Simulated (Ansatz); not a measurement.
# C$_{3}$H$_{9}$NOSi: nudged elastic band

- system: C$_{3}$H$_{9}$NOSi
- method: RKS B3LYP/6-31G* (Ansatz 0.2.0)

One setting was made poor on purpose. It belongs to a series of runs on one base structure; here: band between the two ends. Figures and captions count atoms from 1; the log counts them from 0 in places.

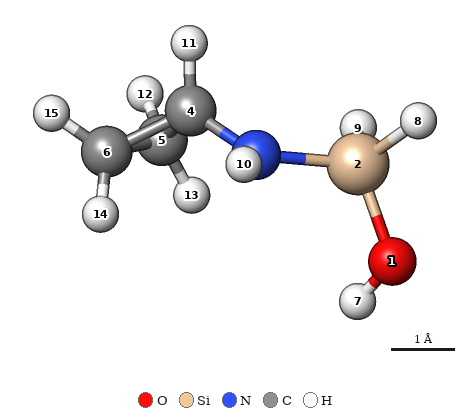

The structure as given in the input (ball-and-stick view, seen at a tilt; atoms are numbered from 1 in the order of the input).

### Summary

```csv
quantity,value
outcome,converged
"barrier, forward",2.342 eV
"barrier, backward",0.089 eV
hardware,"2 threads of Arm Neoverse V2, 24 GiB of memory available, shared host"
wall time,3.3 min (CPU time 6.5 min)
peak memory,0.27 GiB
```

### Remarks

A deliberately poor setting: few images. The order of the saddle point was not checked.

### Input file
```yaml
crystal:
  periodic: [false, false, false]
  atoms:
    - { symbol: O, position_ang: [-0.864028, 2.533468, 1.491962] }
    - { symbol: Si, position_ang: [-1.406717, 1.032463, 1.006147] }
    - { symbol: "N", position_ang: [-0.132925, -0.13754, 0.913972] }
    - { symbol: C, position_ang: [0.122955, -1.027766, -0.190117] }
    - { symbol: C, position_ang: [0.529023, -0.452602, -1.523834] }
    - { symbol: C, position_ang: [1.541832, -1.191027, -0.682662] }
    - { symbol: H, position_ang: [-0.120744, 2.885481, 0.98132] }
    - { symbol: H, position_ang: [-2.422411, 0.721808, 2.043913] }
    - { symbol: H, position_ang: [-2.010476, 1.044926, -0.352685] }
    - { symbol: H, position_ang: [0.286789, -0.455705, 1.782194] }
    - { symbol: H, position_ang: [-0.493995, -1.927771, -0.236376] }
    - { symbol: H, position_ang: [0.149786, -0.927012, -2.4246] }
    - { symbol: H, position_ang: [0.626822, 0.62687, -1.592142] }
    - { symbol: H, position_ang: [2.305645, -0.598357, -0.187092] }
    - { symbol: H, position_ang: [1.866644, -2.178036, -1.000798] }
basis:
  gaussian: { orbitals: "6-31G*" }
hamiltonian:
  xc: b3lyp
neb:
  order_check: false
  images: 2
  f_tol: 0.05
  max_iterations: 60
  climbing: true
  final_atoms:
    - { symbol: O, position_ang: [-0.78622624, 2.31475193, 0.92451871] }
    - { symbol: Si, position_ang: [-1.9918504, 0.33653395, 1.17901321] }
    - { symbol: "N", position_ang: [-0.49405846, -0.57356729, 0.95051134] }
    - { symbol: C, position_ang: [0.08829477, -1.15001603, -0.2399045] }
    - { symbol: C, position_ang: [0.44111303, -0.26226105, -1.40000751] }
    - { symbol: C, position_ang: [1.54091407, -0.88356245, -0.56874901] }
    - { symbol: H, position_ang: [0.05233791, 1.82408229, 1.01344745] }
    - { symbol: H, position_ang: [-0.8968234, 2.78779553, 1.76640778] }
    - { symbol: H, position_ang: [-2.32897658, 0.45895898, -0.30112066] }
    - { symbol: H, position_ang: [-0.11566241, -1.0001968, 1.79251179] }
    - { symbol: H, position_ang: [-0.27742469, -2.14484466, -0.4997402] }
    - { symbol: H, position_ang: [0.27065732, -0.64037434, -2.4039373] }
    - { symbol: H, position_ang: [0.25076962, 0.80131274, -1.29199641] }
    - { symbol: H, position_ang: [2.09072279, -0.23336997, 0.10726556] }
    - { symbol: H, position_ang: [2.13441268, -1.68604283, -0.99901825] }
  initial_path:
    images:
      - { positions_ang: [[-0.864028, 2.533468, 1.491962], [-1.406717, 1.032463, 1.006147], [-0.132925, -0.13754, 0.913972], [0.122955, -1.027766, -0.190117], [0.529023, -0.452602, -1.523834], [1.541832, -1.191027, -0.682662], [-0.120744, 2.885481, 0.98132], [-2.422411, 0.721808, 2.043913], [-2.010476, 1.044926, -0.352685], [0.286789, -0.455705, 1.782194], [-0.493995, -1.927771, -0.236376], [0.149786, -0.927012, -2.4246], [0.626822, 0.62687, -1.592142], [2.305645, -0.598357, -0.187092], [1.866644, -2.178036, -1.000798]] }
      - { positions_ang: [[-1.0582868, 2.26842227, 1.75482555], [-1.52957538, 0.94380093, 0.935499], [-0.12897818, 0.0402177, 0.74283362], [0.19034911, -0.97039016, -0.24962629], [0.59015493, -0.57775275, -1.6340097], [1.56044766, -1.21433649, -0.68443935], [-0.32878464, 2.76768822, 1.36384433], [-2.10937665, 1.01938638, 2.07297227], [-2.06749966, 1.28506116, -0.35263776], [0.25342733, -0.24957492, 1.67299337], [-0.49859953, -1.86359604, -0.17537806], [0.23385148, -1.14098526, -2.45088857], [0.68614763, 0.4955893, -1.83662373], [2.32405588, -0.60029495, -0.2466825], [1.86086683, -2.25403538, -0.88348019]] }
      - { positions_ang: [[-1.03235288, 2.19551691, 1.56567778], [-1.72461985, 0.71182458, 0.99312107], [-0.249356, -0.10512473, 0.75501341], [0.17879569, -1.01114017, -0.26622213], [0.5608516, -0.51430577, -1.5927342], [1.56014168, -1.1118483, -0.64646835], [-0.27109068, 2.41388864, 1.37455348], [-1.60084745, 1.70804889, 1.98047053], [-2.17366652, 1.08973882, -0.33544964], [0.11927686, -0.43107219, 1.67643263], [-0.42640942, -1.93595393, -0.26316612], [0.27414192, -1.04543937, -2.44400101], [0.56079683, 0.55373687, -1.7365752], [2.25241514, -0.47863261, -0.14856331], [1.95012306, -2.09003765, -0.88288694]] }
      - { positions_ang: [[-0.78622624, 2.31475193, 0.92451871], [-1.9918504, 0.33653395, 1.17901321], [-0.49405846, -0.57356729, 0.95051134], [0.08829477, -1.15001603, -0.2399045], [0.44111303, -0.26226105, -1.40000751], [1.54091407, -0.88356245, -0.56874901], [0.05233791, 1.82408229, 1.01344745], [-0.8968234, 2.78779553, 1.76640778], [-2.32897658, 0.45895898, -0.30112066], [-0.11566241, -1.0001968, 1.79251179], [-0.27742469, -2.14484466, -0.4997402], [0.27065732, -0.64037434, -2.4039373], [0.25076962, 0.80131274, -1.29199641], [2.09072279, -0.23336997, 0.10726556], [2.13441268, -1.68604283, -0.99901825]] }
```

Launch command:
```bash
ansatz run input.yaml --threads 2 --pin off --max-ram 3072MiB --backend cpu --events-out ev --progress --plain --runs-dir out
```

### Output
```
Engine: ansatz 0.2.0, aarch64-unknown-linux-gnu
Functional definition: B3LYP
  parameter a0 = 0.2
  parameter ax = 0.72
  parameter ac = 0.81
  exchange = (1 - a0 - ax)*slater_x + ax*b88_x + a0*exact_x
  correlation = (1 - ac)*vwn_rpa_c + ac*lyp_c
1277 factors; integrals over basis functions are off by at most 5.1e-4 eV
mean field evaluation 1: about -14661.5878 eV, gradient 7.5e1 eV
mean field evaluation 2: about -14648.0510 eV, gradient 1.1e2 eV
mean field evaluation 4: about -14672.9160 eV, gradient 4.5e0 eV
mean field evaluation 8: about -14672.9823 eV, gradient 8.9e-2 eV
mean field evaluation 16: about -14672.9823 eV, gradient 1.6e-5 eV
mean field -14672.98233818 eV, -539.2221552233 hartree, gradient 1.6e-5 eV, S^2 0.000000; 0 other end points of the search recorded, 0 dependent functions left out
the calculation of the forces begins
reference -14672.98258975 eV, -539.2221644687 hartree; 28, 28 occupied and 84, 84 virtual orbitals, 1277 factors
1277 factors; integrals over basis functions are off by at most 8.0e-4 eV
mean field evaluation 32: about -14670.7292 eV, gradient 3.5e-5 eV
mean field -14670.72917633 eV, -539.1393530527 hartree, gradient 3.5e-5 eV, S^2 0.000000; 0 other end points of the search recorded, 0 dependent functions left out
[... from here on the field's lines of each further geometry are left out, up to the last ...]
NEB iter   1: max|band force component| = 1.425e1 eV/Å  barrier→ = 7.4306 eV  barrier← = 5.1775 eV  Δτ_max = 0.2000 Å  (108 SCF iters)
NEB iter   2: max|band force component| = 5.994e0 eV/Å  barrier→ = 4.8513 eV  barrier← = 2.5982 eV  Δτ_max = 0.2000 Å  (58 SCF iters)
NEB iter   3: max|band force component| = 2.546e0 eV/Å  barrier→ = 3.5653 eV  barrier← = 1.3122 eV  Δτ_max = 0.1998 Å  (58 SCF iters)
NEB iter   4: max|band force component| = 1.465e0 eV/Å  barrier→ = 2.8167 eV  barrier← = 0.5635 eV  Δτ_max = 0.2000 Å  (57 SCF iters)
NEB iter   5: max|band force component| = 1.109e0 eV/Å  barrier→ = 2.5200 eV  barrier← = 0.2668 eV  Δτ_max = 0.1947 Å  (57 SCF iters)
NEB iter   6: max|band force component| = 1.285e0 eV/Å  barrier→ = 2.5230 eV  barrier← = 0.2698 eV  Δτ_max = 0.0990 Å  (58 SCF iters)
NEB iter   7: max|band force component| = 4.304e-1 eV/Å  barrier→ = 2.3970 eV  barrier← = 0.1439 eV  CI = image 2  Δτ_max = 0.1889 Å  (58 SCF iters)
NEB iter   8: max|band force component| = 1.556e0 eV/Å  barrier→ = 2.4896 eV  barrier← = 0.2364 eV  CI = image 2  Δτ_max = 0.0990 Å  (57 SCF iters)
NEB iter   9: max|band force component| = 1.573e0 eV/Å  barrier→ = 2.6096 eV  barrier← = 0.3564 eV  CI = image 2  Δτ_max = 0.2000 Å  (57 SCF iters)
NEB iter  10: max|band force component| = 1.652e0 eV/Å  barrier→ = 2.7803 eV  barrier← = 0.5271 eV  CI = image 2  Δτ_max = 0.1993 Å  (56 SCF iters)
NEB iter  11: max|band force component| = 1.405e0 eV/Å  barrier→ = 2.8787 eV  barrier← = 0.6255 eV  CI = image 2  Δτ_max = 0.1982 Å  (57 SCF iters)
NEB iter  12: max|band force component| = 1.516e0 eV/Å  barrier→ = 3.0049 eV  barrier← = 0.7518 eV  CI = image 2  Δτ_max = 0.1947 Å  (57 SCF iters)
NEB iter  13: max|band force component| = 1.350e0 eV/Å  barrier→ = 3.0589 eV  barrier← = 0.8058 eV  CI = image 2  Δτ_max = 0.1977 Å  (57 SCF iters)
NEB iter  14: max|band force component| = 1.050e0 eV/Å  barrier→ = 2.8489 eV  barrier← = 0.5957 eV  CI = image 2  Δτ_max = 0.2000 Å  (55 SCF iters)
NEB iter  15: max|band force component| = 7.948e-1 eV/Å  barrier→ = 2.6635 eV  barrier← = 0.4104 eV  CI = image 2  Δτ_max = 0.1981 Å  (54 SCF iters)
NEB iter  16: max|band force component| = 6.204e-1 eV/Å  barrier→ = 2.5528 eV  barrier← = 0.2996 eV  CI = image 2  Δτ_max = 0.2000 Å  (55 SCF iters)
NEB iter  17: max|band force component| = 4.589e-1 eV/Å  barrier→ = 2.4657 eV  barrier← = 0.2125 eV  CI = image 2  Δτ_max = 0.1975 Å  (54 SCF iters)
NEB iter  18: max|band force component| = 3.622e-1 eV/Å  barrier→ = 2.4300 eV  barrier← = 0.1769 eV  CI = image 2  Δτ_max = 0.1960 Å  (57 SCF iters)
NEB iter  19: max|band force component| = 3.820e-1 eV/Å  barrier→ = 2.4014 eV  barrier← = 0.1483 eV  CI = image 2  Δτ_max = 0.2000 Å  (56 SCF iters)
NEB iter  20: max|band force component| = 2.822e-1 eV/Å  barrier→ = 2.3815 eV  barrier← = 0.1283 eV  CI = image 2  Δτ_max = 0.1652 Å  (56 SCF iters)
NEB iter  21: max|band force component| = 7.890e-1 eV/Å  barrier→ = 2.3733 eV  barrier← = 0.1201 eV  CI = image 2  Δτ_max = 0.0818 Å  (56 SCF iters)
NEB iter  22: max|band force component| = 2.641e-1 eV/Å  barrier→ = 2.3563 eV  barrier← = 0.1031 eV  CI = image 2  Δτ_max = 0.1391 Å  (57 SCF iters)
NEB iter  23: max|band force component| = 2.403e-1 eV/Å  barrier→ = 2.3493 eV  barrier← = 0.0962 eV  CI = image 2  Δτ_max = 0.1605 Å  (56 SCF iters)
NEB iter  24: max|band force component| = 2.146e-1 eV/Å  barrier→ = 2.3482 eV  barrier← = 0.0950 eV  CI = image 2  Δτ_max = 0.0406 Å  (58 SCF iters)
NEB iter  25: max|band force component| = 9.006e-2 eV/Å  barrier→ = 2.3434 eV  barrier← = 0.0903 eV  CI = image 2  Δτ_max = 0.1611 Å  (58 SCF iters)
NEB iter  26: max|band force component| = 2.793e-1 eV/Å  barrier→ = 2.3420 eV  barrier← = 0.0889 eV  CI = image 2  Δτ_max = 0.0822 Å  (57 SCF iters)
NEB iter  27: max|band force component| = 9.204e-2 eV/Å  barrier→ = 2.3433 eV  barrier← = 0.0902 eV  CI = image 2  Δτ_max = 0.0278 Å  (57 SCF iters)
NEB iter  28: max|band force component| = 1.661e-2 eV/Å  barrier→ = 2.3430 eV  barrier← = 0.0898 eV  CI = image 2  Δτ_max = 0.0468 Å  (53 SCF iters)
NEB iter  29: max|band force component| = 7.883e-2 eV/Å  barrier→ = 2.3429 eV  barrier← = 0.0898 eV  CI = image 2  Δτ_max = 0.0233 Å  (30 SCF iters)
NEB iter  30: max|band force component| = 6.523e-2 eV/Å  barrier→ = 2.3425 eV  barrier← = 0.0894 eV  CI = image 2  Δτ_max = 0.0232 Å  (58 SCF iters)
NEB iter  31: max|band force component| = 5.083e-2 eV/Å  barrier→ = 2.3423 eV  barrier← = 0.0891 eV  CI = image 2  Δτ_max = 0.0232 Å  (59 SCF iters)
the calculation of the forces begins
reference -14672.84641949 eV, -539.2171603038 hartree; 28, 28 occupied and 84, 84 virtual orbitals, 1277 factors
1277 factors; integrals over basis functions are off by at most 7.0e-4 eV
mean field evaluation 512: about -14670.6228 eV, gradient 9.6e-2 eV
mean field -14670.64032160 eV, -539.1360877017 hartree, gradient 1.3e-5 eV, S^2 0.000000; 1 other end points of the search recorded, 0 dependent functions left out
the calculation of the forces begins
reference -14670.64057418 eV, -539.1360969838 hartree; 28, 28 occupied and 84, 84 virtual orbitals, 1277 factors
NEB iter  32: max|band force component| = 3.076e-2 eV/Å  barrier→ = 2.3420 eV  barrier← = 0.0889 eV  CI = image 2  Δτ_max = 0.0000 Å  (114 SCF iters)
```

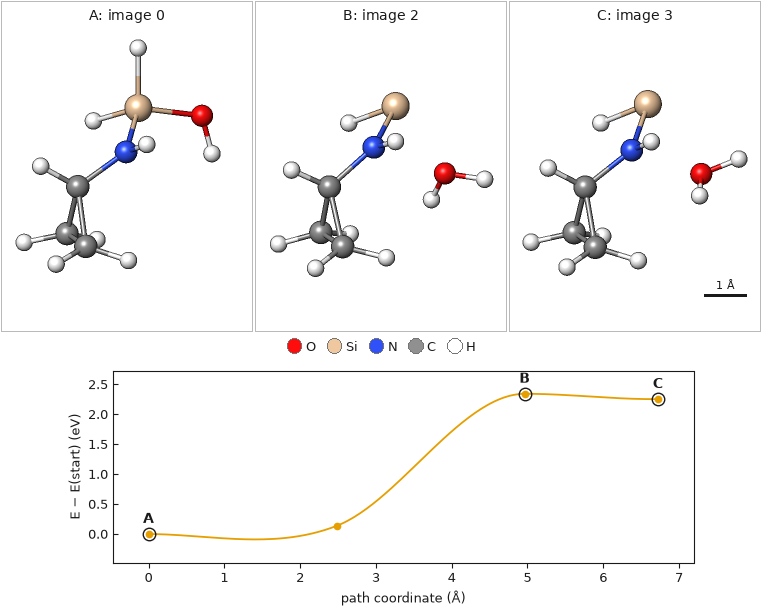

Images of the last band (counted from 0; ball-and-stick, seen at a tilt) above the energy along the path; the line is a cubic interpolation that uses the forces. The highest image is number 2, 2.342 eV above the start and 0.089 eV above the end (the climbing image); the end lies 2.253 eV above the start. The path is 6.72 Å long. The band converged in 32 iterations.

```
Total energy: -14670.64057418 eV, -539.1360969838 hartree
Atom 0 at    -0.845070     2.343886     1.135196 Å, force     0.014515     0.030321     0.004309 eV/Å
Atom 1 at    -1.901704     0.161475     1.277376 Å, force    -0.000061     0.002172    -0.001022 eV/Å
Atom 2 at    -0.570400    -0.899404     0.897612 Å, force     0.006402    -0.000703    -0.002698 eV/Å
Atom 3 at     0.080085    -1.274078    -0.334448 Å, force    -0.004015    -0.002118     0.008603 eV/Å
Atom 4 at     0.518881    -0.214699    -1.305925 Å, force     0.009327     0.000929     0.002915 eV/Å
Atom 5 at     1.554298    -0.991525    -0.524677 Å, force    -0.014388     0.003354    -0.002911 eV/Å
Atom 6 at    -0.673056     2.918915     0.373846 Å, force    -0.008738    -0.016379    -0.001664 eV/Å
Atom 7 at    -0.460683     2.776276     1.912016 Å, force    -0.008866    -0.016566    -0.004262 eV/Å
Atom 8 at    -2.239408     0.522075    -0.170727 Å, force    -0.000559    -0.000404    -0.000342 eV/Å
Atom 9 at    -0.180894    -1.398254     1.693182 Å, force     0.004017     0.000836    -0.001262 eV/Å
Atom 10 at    -0.280835    -2.204318    -0.776809 Å, force    -0.001164     0.001067    -0.003517 eV/Å
Atom 11 at     0.405517    -0.410184    -2.368688 Å, force     0.001862    -0.000613     0.001728 eV/Å
Atom 12 at     0.345100     0.816307    -1.016269 Å, force    -0.000104     0.000557     0.000681 eV/Å
Atom 13 at     2.063630    -0.469359     0.281020 Å, force     0.001526    -0.002603     0.000027 eV/Å
Atom 14 at     2.162740    -1.727913    -1.043503 Å, force     0.000245     0.000150    -0.000585 eV/Å
Dipole moment:     0.598895     0.503229    -0.102035 e Å
this run last wrote the band of iteration 32 to [file]; this run last wrote the band within `neb.f_tol` of iteration 28 to [file]
```

### The last band as extended XYZ (Å, eV, eV/Å)
```
15
Properties=species:S:1:pos:R:3:forces:R:3 image=0 energy=-14672.98234
O    -0.8640    2.5335    1.4920   -0.0010  -0.0068  -0.0006
Si   -1.4067    1.0325    1.0061    0.0169   0.0037  -0.0057
N    -0.1329   -0.1375    0.9140   -0.0184   0.0069  -0.0025
C     0.1230   -1.0278   -0.1901    0.0059  -0.0047   0.0074
C     0.5290   -0.4526   -1.5238    0.0013   0.0048   0.0047
C     1.5418   -1.1910   -0.6827    0.0023  -0.0035  -0.0030
H    -0.1207    2.8855    0.9813   -0.0071  -0.0070   0.0027
H    -2.4224    0.7218    2.0439    0.0079   0.0028  -0.0054
H    -2.0105    1.0449   -0.3527   -0.0056   0.0012   0.0040
H     0.2868   -0.4557    1.7822    0.0002  -0.0005  -0.0038
H    -0.4940   -1.9278   -0.2364    0.0002   0.0028   0.0001
H     0.1498   -0.9270   -2.4246   -0.0026   0.0007   0.0047
H     0.6268    0.6269   -1.5921    0.0010  -0.0035  -0.0021
H     2.3056   -0.5984   -0.1871   -0.0014  -0.0004   0.0009
H     1.8666   -2.1780   -1.0008    0.0005   0.0034  -0.0015
15
Properties=species:S:1:pos:R:3:forces:R:3 image=1 energy=-14672.84617
O    -0.7395    2.2841    0.2075    0.0189  -0.0345  -0.3151
Si   -1.3753    0.9320    0.9625    0.1848   0.2508  -0.0818
N    -0.4743   -0.5440    0.8999    0.0622   0.1323   0.0124
C     0.0586   -1.1476   -0.2976    0.0139   0.0307   0.0156
C     0.6180   -0.2328   -1.3617    0.0212  -0.0117  -0.0209
C     1.5522   -1.0735   -0.5266    0.0058  -0.0027  -0.0130
H    -0.1656    2.8388    0.7481    0.1294  -0.0298   0.0997
H    -1.4200    1.3630    2.3892   -0.3466  -0.4688   0.1439
H    -2.6447    0.7591    0.2229   -0.1530   0.0406   0.1617
H    -0.2091   -1.0239    1.7527    0.0366   0.1353   0.0383
H    -0.4418   -2.0517   -0.6519   -0.0316   0.0411   0.0698
H     0.4639   -0.5041   -2.4017   -0.0053  -0.0470  -0.0141
H     0.5707    0.8320   -1.1630    0.0500   0.0014  -0.0628
H     2.1276   -0.5694    0.2452    0.0355   0.0017  -0.0353
H     2.0574   -1.9128   -0.9963   -0.0219  -0.0394   0.0017
15
Properties=species:S:1:pos:R:3:forces:R:3 image=2 energy=-14670.64032
O    -0.8451    2.3439    1.1352    0.0145   0.0303   0.0043
Si   -1.9017    0.1615    1.2774   -0.0001   0.0022  -0.0010
N    -0.5704   -0.8994    0.8976    0.0064  -0.0007  -0.0027
C     0.0801   -1.2741   -0.3344   -0.0040  -0.0021   0.0086
C     0.5189   -0.2147   -1.3059    0.0093   0.0009   0.0029
C     1.5543   -0.9915   -0.5247   -0.0144   0.0034  -0.0029
H    -0.6731    2.9189    0.3738   -0.0087  -0.0164  -0.0017
H    -0.4607    2.7763    1.9120   -0.0089  -0.0166  -0.0043
H    -2.2394    0.5221   -0.1707   -0.0006  -0.0004  -0.0003
H    -0.1809   -1.3983    1.6932    0.0040   0.0008  -0.0013
H    -0.2808   -2.2043   -0.7768   -0.0012   0.0011  -0.0035
H     0.4055   -0.4102   -2.3687    0.0019  -0.0006   0.0017
H     0.3451    0.8163   -1.0163   -0.0001   0.0006   0.0007
H     2.0636   -0.4694    0.2810    0.0015  -0.0026   0.0000
H     2.1627   -1.7279   -1.0435    0.0002   0.0001  -0.0006
15
Properties=species:S:1:pos:R:3:forces:R:3 image=3 energy=-14670.72918
O    -0.7862    2.3148    0.9245    0.0117  -0.0025   0.0089
Si   -1.9918    0.3365    1.1790    0.0030   0.0001  -0.0028
N    -0.4941   -0.5736    0.9505   -0.0098   0.0040   0.0078
C     0.0883   -1.1500   -0.2399    0.0071  -0.0001  -0.0051
C     0.4411   -0.2623   -1.4000   -0.0038  -0.0011   0.0008
C     1.5409   -0.8836   -0.5687   -0.0011   0.0041  -0.0016
H     0.0523    1.8241    1.0134   -0.0126   0.0094  -0.0005
H    -0.8968    2.7878    1.7664    0.0042  -0.0043  -0.0070
H    -2.3290    0.4590   -0.3011   -0.0025  -0.0025  -0.0010
H    -0.1157   -1.0002    1.7925   -0.0016  -0.0032  -0.0013
H    -0.2774   -2.1448   -0.4997    0.0003  -0.0041   0.0035
H     0.2707   -0.6404   -2.4039   -0.0001  -0.0021  -0.0019
H     0.2508    0.8013   -1.2920    0.0032   0.0028   0.0017
H     2.0907   -0.2334    0.1073    0.0005   0.0013   0.0019
H     2.1344   -1.6860   -0.9990    0.0015  -0.0018  -0.0034
```
